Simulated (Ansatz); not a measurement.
# Is Al-Au stack of (111) layers a stable metal?, part 2 of 2

Question: is the lattice of Al-Au stack of (111) layers stable, and if so, what are its coupling constant and resistivity?

Ansatz 0.2.0; DFT PBEsol, scalar-relativistic, plane waves, PAW; PAW set soft_1.

So far: Set-up; Rough relaxation; Relaxing cell and atoms.

### 4. Relaxing tightly for phonons

No force is left; the cell is relaxed once more with another smearing and tight thresholds.

input.yaml

```yaml
crystal:
  lattice:
    - [2.7695074178, 0.0, 0.0]
    - [-1.3847537089, 2.3984637797, 0.0]
    - [0.0, 0.0, 28.511178496]
  atoms:
    - { symbol: Al, position: [0.0, 0.0, 0.1938149727] }
    - { symbol: Au, position: [0.3333333333, 0.6666666667, 0.2746184876] }
  periodic: [true, true, false]
kpoints:
  mp_grid: { grid: [12, 12, 1] }
hamiltonian:
  xc: pbesol
  pseudopotentials: { kind: paw, azcp: { folder: soft_1 }, xc_functional: pbe }
scf:
  occupations: { method: methfessel_paxton, width: 0.2 }
output:
  forces: true
  stress: true
  eigenvalues: true
relax:
  adjacent_minimum: "off"
  f_tol: 0.001
  max_steps: 60
  cell: { stress_2d_tol: 0.002 }
```

The run is started by

```
$ ansatz run input.yaml --threads 4 --pin off --max-ram 12288MiB --backend cpu --events-out ev --progress --plain --runs-dir out
```

Numbers of over 12 decimals in the logs are rounded to 6 here.

Output:

```text
[the first part of the log is left out]
  E_vxc        = -289.438809  (∫ρ·V_xc dr)
  E_paw        = -10046.676341  (= ΣΔE_a)
  E_vpaw       = -401.243604  (= ΣTr[D̂ρ^β])
  E_aug_tail   = 0.001573  (compensation charges beyond the density's cutoff)
  E_ewald      = 17654.889662
  E_core_change = 0.328666  (= ΣΔE_core)
  E_smearing   = 0.001019  (= −TS)
  E_closure    = -0.000000  (closes the sum)
  Σ components = -13532.938046   (vs F -13532.938046, Δ=0.00e0)
[...]
--- 2D stress c σ (N/m, compression-positive) ---
        0.000013       0.000000       0.000000
       -0.000000       0.000013       0.000000
        0.000000       0.000000       0.000000
  P = ½ c Tr σ = 0.0000 N/m
--- Band table (eV; the first three rows and the last of 19) ---
[...]
° read free of the cell's end (the report's vacuum.weakly_bound_levels)
--- Relaxed structure (4 steps of the walk, 4 accepted, 1 SCFs on fresh bases) ---
[...]
cell:  # Å, volume = 189.3371 Å³
    - [2.769140, 0.0, 0]
    - [-1.384570, 2.398146, 0]
    - [0, 0, 28.511178496]
  atoms:
    - { symbol: Al, position: [0, -2.77555756156289e-17, 0.193785] }
    - { symbol: Au, position: [0.333333, 0.666667, 0.274649] }
```

It took 9.3 s on 4 threads of Arm Neoverse V2, shared host; peak memory 0.46 GiB; 35 s of CPU time.

Little changed from the start: no atom moved by 0.005 Å and no cell edge by 0.1 %.

### 5. Phonons by linear response: q 2×2×1, k 6×6×1

Before any scattering is computed, the phonons show whether the structure is a minimum.

input.yaml, the sections that differ from step 4:

```yaml
crystal:
  lattice:
    - [2.7691401772, 0.0, 0.0]
    - [-1.3845700886, 2.3981457401, 0.0]
    - [0.0, 0.0, 28.511178496]
  atoms:
    - { symbol: Al, position: [0.0, 0.0, 0.1937847816] }
    - { symbol: Au, position: [0.3333333333, 0.6666666667, 0.2746486787] }
  periodic: [true, true, false]
kpoints:
  mp_grid: { grid: [6, 6, 1] }
output:
  eigenvalues: true
phonons:
  method: dfpt
  qmesh: [2, 2, 1]
  temperatures: { t_max: 1000, t_step: 50 }
  qpath:
    path:
      - [0.0, 0.0, 0.0]
      - [0.5, 0.0, 0.0]
      - [0.33333333, 0.33333333, 0.0]
      - [0.0, 0.0, 0.0]
    npoints: 10
# hamiltonian, scf: as in step 4
# relax: removed
```

Output:

```text
[...]
Crystal: 2 atoms, lattice volume = 189.337 Å³
Basis set: ecut = 420 eV, 3695 PW (Γ), exchange–correlation on 40×40×384 points (8 copies of the dense FFT grid, shifted against one another)
Bands: 15, of which v1, the nominal top of the filled ones, is band 11 counted from 1 (10 counted from 0)
Symmetry: 6 space group operations
k-points: 7 of 36 (time reversal used)
[...]
SCF iter   1: F=—  HF=-13533.887028 eV  |F-HF|=—  |Δ(HF+E_count)|=         —  Δρ=3.85e-2  dr2=1.11e1  ethr=3.10e-3  ⟨swp⟩=13.1  Hψ=1033  notcnv=0
[...]
SCF iter  13: F=-13532.741236 eV  HF=-13532.741236 eV  |F-HF|=3.77e-10  |Δ(HF+E_count)|=   1.17e-9  S|Δr|=    0.00e0  Δρ=2.86e-8  dr2=2.49e-12  ethr=1.00e-12  ⟨swp⟩=15.6  Hψ=901  notcnv=0
SCF 1 converged in 13 iterations: F = -13532.741236 eV  dr2 = 2.49e-12
[...]
phonons: the bands overlap, so this run is a metal and interpolates without the dipole-dipole term. If the crystal is really an insulator or semiconductor, its LO-TO splitting is missing
NSCF: frozen V_eff on 7 k-points
WARN: eigensolver did not converge in 4 slots of this pass, the one above among them; of largest residual over every band (k=2): 1 band(s) unlocked (lowest unlocked band 14, counted from 0; max residual 1.63e-3 eV among the unlocked bands, 1.63e-3 eV over every band); of lowest unlocked band (k=0): band 14
[...]
DFPT response loops at q = (0, 0, 0) (fractional): preconditioner auto → none (partly filled bands, converged f_vac=0.758); β = 0.50; Broyden in place of MSR1
[...]
SCF converged after 13 iterations
Stability not checked: this state was not tested for a lower state beside it, because cold or Methfessel-Paxton smearing, or corrected tetrahedra, fill the levels in a way that the test cannot read (fill_not_monotonic; see scf.lower_state_search)
Free energy (F): -13532.741236 eV
[...]
Internal energy: -13532.726990 eV  (E = F + TS)
E sigma→0 (E₀):  -13532.737675 eV
Entropy (-TS):   -0.014246 eV (-7.123 meV/atom)
Fermi energy:    -4.577546 eV
[...]
--- Band table (eV; the first three rows and the last of 7) ---
  k-point 0: bands = [... 7 lower, -9.9545, -9.3504, -7.9904, -7.9904, -6.1986, -1.9600 (-1.9601°), -0.3660, 0.3044]
  k-point 1: bands = [... 7 lower, -9.3112, -9.0123, -8.9583, -8.1423, -4.9581, -1.1522 (-1.1523°), 0.3334, 1.0257]
  k-point 2: bands = [... 7 lower, -8.9104, -8.4435, -7.7783, -7.5691, -3.0997, -2.1310, 1.1090, 2.4040]
  k-point 6: bands = [... 7 lower, -9.8108, -9.2855, -5.5046, -5.3500, -3.8432, -1.2873, -0.3178, 0.5440]
  ° read free of the cell's end (the report's vacuum.weakly_bound_levels)
--- Phonons (Γ-DFPT): 4 representative perturbations + reference (Σ response iterations 20) ---
  ASR residual: 4.397e-5 → 0.000e0 eV/Å²; symmetrization residual: 1.364e-5 eV/Å²
  ASR residual per site (eV/Å²): 2.69e-5 4.40e-5
  Γ frequencies (cm⁻¹): 0.00 0.00 0.00 60.26 60.26 184.75
--- Phonons (arbitrary-q DFPT): 2 irreducible q on the 2×2×1 mesh ---
  q = [0.0000, 0.0000, 0.0000] (star 1, of the zone-centre solve; hermiticity 9.16e-6, symmetrization 1.16e-11): -0.00 -0.00 0.00 60.26 60.26 184.75
  q = [0.0000, -0.5000, 0.0000] (star 3, 6 solved perturbations on 13 of 36 k-point pairs; hermiticity 8.91e-7, symmetrization 2.49e-7): -11.51 82.02 93.17 176.34 188.25 323.79
  sum rule: each row above includes the acoustic sum rule's correction from the zone centre's row sums; it moved no ω² by more than (0.52 cm⁻¹)²
  mesh force constants: q→R imaginary residual 8.43e-18; ASR residual 4.397e-5 → 0.000e0 eV/Å²; symmetrization residual 1.066e-14 eV/Å²
  interpolated dispersion: 31 rows × 6 modes
  density of states and harmonic sums: on the 26×26×1 q-mesh, interpolated from the force constants of a 2×2×1 supercell (no non-analytic term)
  largest difference from the sums on the solved wave vectors: F 7.13e-2 eV, S 1.14e-4 and C_V 4.28e-5 eV/K
  zero-point energy: 0.048537 eV/cell   skipped modes (ω ≤ 0): 72, of them read as no rigid motion or as one in doubt: 69 (9.985e-1 modes/cell left out, lowest -29.70 cm⁻¹)   left out of the sums: 1.67e-1 of the cell's modes: C_V's classical limit lies that fraction below 3 k_B per atom; for a crystal, a wire or a layer, F and S can be off by more, and a phonons.interpolated_qmesh denser along its periods is the remedy for the sampling
```

Run time: 13 s. Hardware: 4 threads; peak memory 0.63 GiB.

In the SCF lines HF is the Harris–Foulkes energy and dr2 the Hartree energy of the density residual, in eV; the loop may stop once dr2 is under the threshold and the program's other checks hold. Hψ counts applications of the Hamiltonian.

This step gave:

```yaml
share_of_imaginary_modes: 0.1663
highest_frequency_on_the_path_or_at_a_solved_wavevector: 323.8 cm⁻¹
```

Solved on the 2×2×1 mesh alone; all other wavevectors are interpolated. The phonon branches at the labelled points (cm⁻¹):

```
point  branch 1  branch 2  branch 3  branch 4  branch 5  branch 6
    Γ         0         0         0        60        60       185
    M       -12        82        93       176       188       324
    K        -5        69       142       151       280       280
    Γ         0         0         0        60        60       185
```

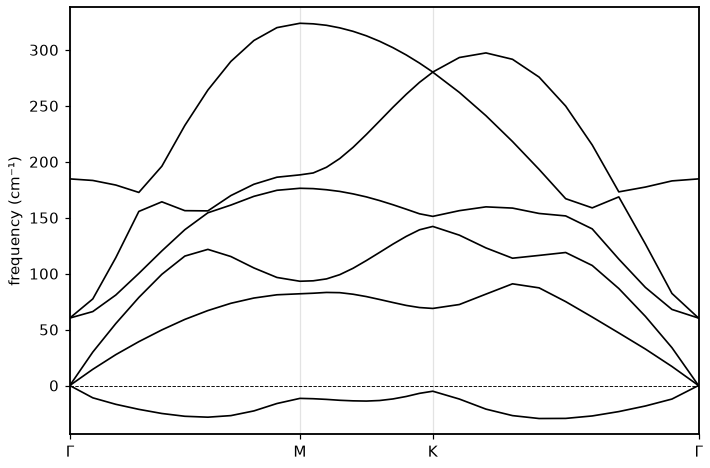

Phonon branches along the path.

Lowest modes at the softest wavevector of the mesh. Modes at q = (0.500, 0.000, 0.000), with each element's share of the kinetic energy (negative means imaginary):

```
mode  frequency (cm⁻¹)  Al %  Au %
   1             -11.5     6    94
   2              82.0     0   100
   3              93.2    86    14
   4             176.3     7    93
   5             188.3   100     0
   6             323.8   100     0
```

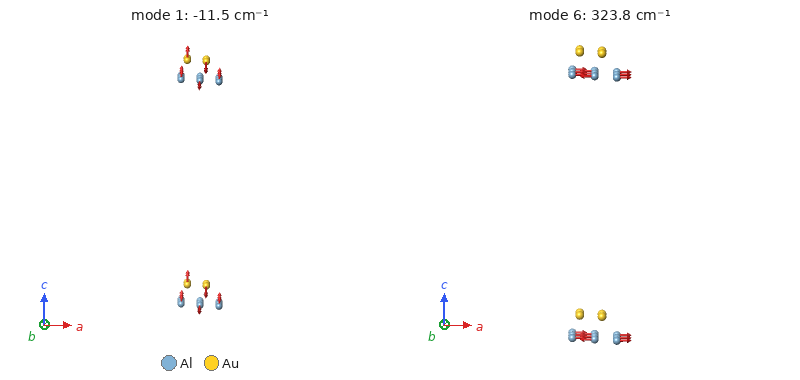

Displacement patterns of modes 1 and 6 at q = (0.500, 0.000, 0.000); arrows are exaggerated. 2×2×2 cells are drawn. Some periodic images of atoms are drawn too.

Among the solved wavevectors the lowest mode, translations apart, is -11.5 cm⁻¹, imaginary.

### 6. Lattice stability: q 3×3×1, k 9×9×1

An imaginary mode on so few k-points may come from the sampling, so the phonons are repeated with another q and k mesh.

Edit input.yaml of step 5 so:

```diff
@@ -10,3 +10,3 @@
 kpoints:
-  mp_grid: { grid: [6, 6, 1] }
+  mp_grid: { grid: [9, 9, 1] }
 hamiltonian:
@@ -20,3 +20,3 @@
   method: dfpt
-  qmesh: [2, 2, 1]
+  qmesh: [3, 3, 1]
   temperatures: { t_max: 1000, t_step: 50 }
```

Output:

```text
[...]
Crystal: 2 atoms, lattice volume = 189.337 Å³
Basis set: ecut = 420 eV, 3695 PW (Γ), exchange–correlation on 40×40×384 points (8 copies of the dense FFT grid, shifted against one another)
Bands: 15, of which v1, the nominal top of the filled ones, is band 11 counted from 1 (10 counted from 0)
Symmetry: 6 space group operations
k-points: 12 of 81 (time reversal used)
[...]
SCF iter   1: F=—  HF=-13533.875157 eV  |F-HF|=—  |Δ(HF+E_count)|=         —  Δρ=3.89e-2  dr2=9.56e0  ethr=3.10e-3  ⟨swp⟩=13.0  Hψ=1790  notcnv=0
[...]
SCF iter  13: F=-13532.893718 eV  HF=-13532.893718 eV  |F-HF|=9.28e-11  |Δ(HF+E_count)|=  3.73e-10  S|Δr|=    0.00e0  Δρ=2.31e-8  dr2=8.46e-13  ethr=1.00e-12  ⟨swp⟩=15.5  Hψ=1575  notcnv=0
SCF 1 converged in 13 iterations: F = -13532.893718 eV  dr2 = 8.46e-13
[...]
SCF converged after 13 iterations
[...]
Free energy (F): -13532.893718 eV
[...]
Internal energy: -13532.884925 eV  (E = F + TS)
E sigma→0 (E₀):  -13532.891520 eV
Entropy (-TS):   -0.008794 eV (-4.397 meV/atom)
Fermi energy:    -4.345145 eV
[...]
--- Band table (eV; the first three rows and the last of 12) ---
  k-point 0: bands = [... 7 lower, -9.1133, -8.8597, -7.3013, -7.3013, -5.7824, -1.6669 (-1.6671°), -0.2574, 0.3833]
  k-point 1: bands = [... 7 lower, -8.8196, -8.6869, -7.9092, -7.3735, -5.1002, -1.2986 (-1.2989°), 0.0579, 0.7065]
  k-point 2: bands = [... 7 lower, -8.7574, -8.1770, -8.0154, -7.5485, -3.8777, -0.3034 (-0.3037°), 0.9450, 1.5366]
  k-point 11: bands = [... 7 lower, -9.0534, -8.7278, -5.0170, -4.9173, -3.3936, -0.6706, 0.2036, 1.1312]
  ° read free of the cell's end (the report's vacuum.weakly_bound_levels)
[...]
ASR residual: 3.801e-5 → 0.000e0 eV/Å²; symmetrization residual: 7.028e-6 eV/Å²
  ASR residual per site (eV/Å²): 1.15e-5 3.80e-5
  Γ frequencies (cm⁻¹): 0.00 0.00 0.00 61.57 61.57 193.31
--- Phonons (arbitrary-q DFPT): 3 irreducible q on the 3×3×1 mesh ---
[...]
q = [0.3333, 0.3333, 0.0000] (star 2, 4 solved perturbations in 128 linear systems a pass and spin channel, the states on 45 of 81 k-point pairs; hermiticity 3.86e-7, symmetrization 1.11e-7): 42.11 107.31 143.32 150.91 253.02 263.73
[...]
interpolated dispersion: 31 rows × 6 modes
[...]
```

It took 37 s on 4 threads; peak memory 0.76 GiB.

Numbers from this step:

```
share of imaginary modes                                : 0.0522
highest frequency on the path or at a solved wavevector : 323.1 cm⁻¹
```

Solved on the 3×3×1 mesh alone; all other wavevectors are interpolated. Phonon branches along the path, in cm⁻¹:

```
point  branch 1  branch 2  branch 3  branch 4  branch 5  branch 6
    Γ         0         0         0        62        62       193
    M        37        78       100       174       179       323
    K        42       107       143       151       253       264
    Γ         0         0         0        62        62       193
```

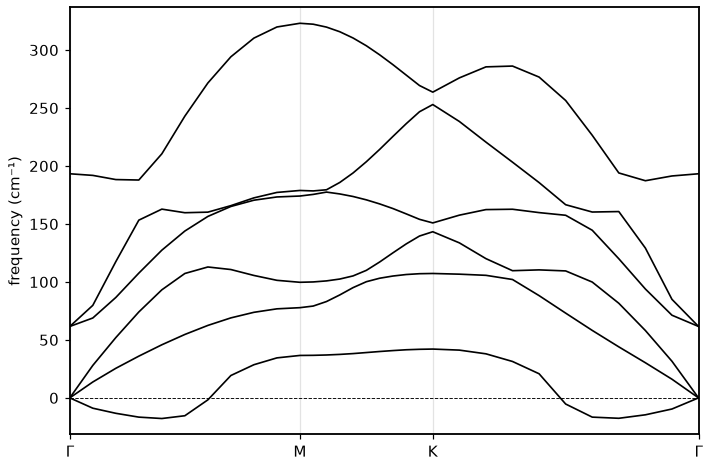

Phonon branches along the path.

Lowest modes at the softest wavevector of the mesh. The modes at q = (-0.333, 0.000, 0.000) (shares of kinetic energy by element, %):

```
mode  frequency (cm⁻¹)  Al %  Au %
   1              15.3    11    89
   2              67.0     0   100
   3             112.0    64    36
   4             162.7   100     0
   5             163.6    25    75
   6             287.3   100     0
```

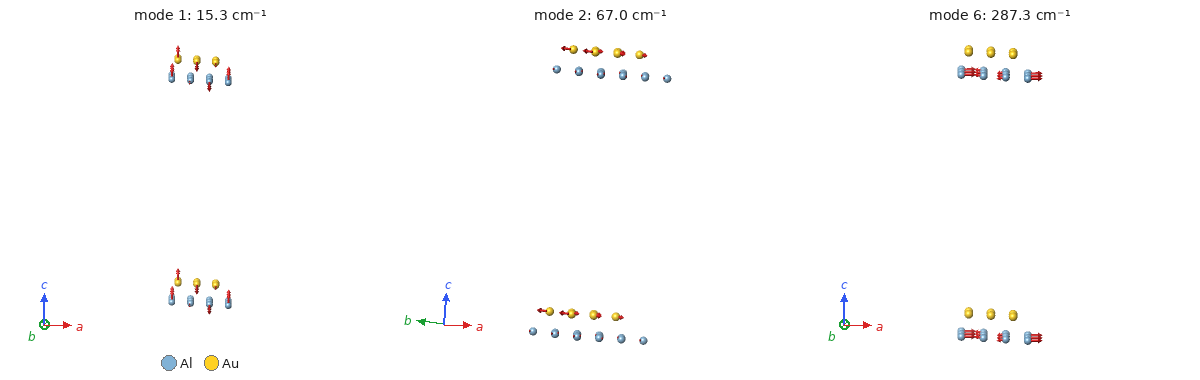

Displacement patterns of modes 1, 2 and 6 at q = (-0.333, 0.000, 0.000); arrows are exaggerated. 3×2×2 cells are drawn. Some periodic images of atoms are drawn too.

The modes has structure finer than the step of the table below, so its rows give means over 20 cm⁻¹, whole bins alone (the curve runs from -27.8 to 342 cm⁻¹). Peaks (cm⁻¹: height): Al 107.2: 0.0475, 135.1: 0.0113, 160.7: 0.0370, 286.3: 0.0221; Au -16.1: 0.0279, 37.4: 0.0406, 79.2: 0.0239, 109.5: 0.0268, 163.0: 0.0387.

Phonopy on the run's constants, 21x21x1 mesh, Gaussian sigma 2.6 cm⁻¹. The modes by wavenumber; means over each step; values in 1/cm⁻¹/cell:

```
wavenumber (cm⁻¹)       Al       Au
                0   6.4e-4  0.00486
               20  0.00122   0.0134
               40   7.2e-4   0.0261
               60   8.1e-4   0.0116
               80  0.00247   0.0193
              100   0.0239   0.0188
              120   0.0111  0.00970
              140  0.00669  0.00193
              160   0.0217   0.0227
              180   0.0180  0.00998
              200   0.0116   3.2e-4
              220  0.00724   4.0e-5
              240  0.00515   2.3e-5
              260  0.00485   1.8e-5
              280   0.0131   1.8e-5
              300   0.0127   1.7e-5
              320  0.00667   7.8e-6
```

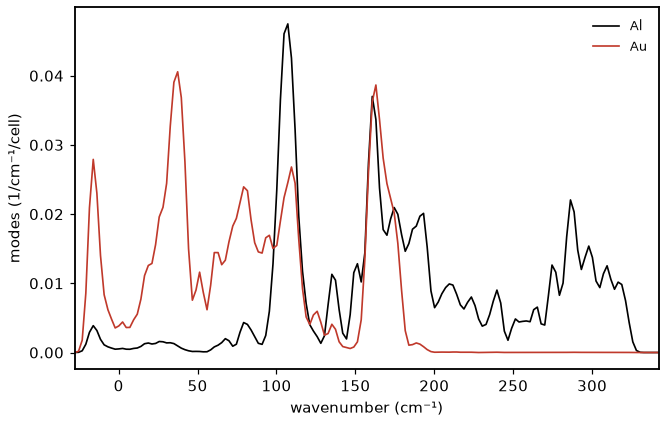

Modes, plotted against wavenumber.

No LO-TO term; unit eigenvectors of the mass-weighted matrix. Modes at Γ, with each element's share of the kinetic energy:

```
mode  frequency (cm⁻¹)  symmetry  Al %  Au %
   1               0.0   unnamed    12    88
   2               0.0   unnamed    12    88
   3               0.0   unnamed    12    88
   4              61.6         E    88    12
   5              61.6         E    88    12
   6             193.3        A1    88    12
```

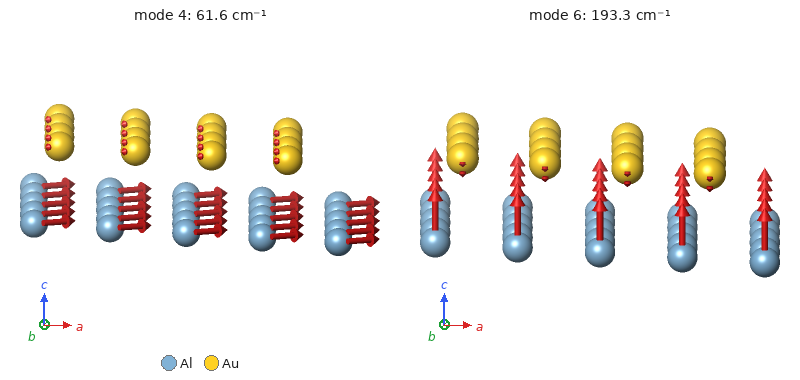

Displacement patterns of modes 4 and 6 at Γ; arrows are exaggerated. 4×4×1 cells are drawn. Some periodic images of atoms are drawn too.

Among the solved wavevectors the lowest mode, translations apart, is 15.3 cm⁻¹, so these are real on this k mesh. This mesh lacks the wavevector at which the coarser one was unstable.

### 7. What came out

| Item | Value |
| --- | --- |
| phonon run of the rows without a label of their own | PBEsol, q 3×3×1, k 9×9×1 |
| softest mode on the q mesh | 15.3 cm⁻¹ at q = (-0.333, 0, 0) |
| highest frequency, solved or plainly interpolated | 323 cm⁻¹ |

In words: The solved wavevectors are stable, but 5.2 % of the interpolated modes are imaginary, so no scattering result was obtained. The two phonon runs disagree on stability; they sample different wavevectors on different k meshes. Spin–orbit coupling, left out here, matters for Au. The PAW files were made for PBE; under other functionals the run regenerates their frozen core. The structure was built by hand as an ordered model, and its stability against other phases was not tested.

[Logs are printed without paths, hosts, clocks, repeated set-up lines and the standing remarks that a program may print on its own settings, such as how far it seeks lower states.]

[Hosts, paths, dates, database ids (printed as entryN), source tags and the programs' standing remarks are cut or masked in the printed files.]
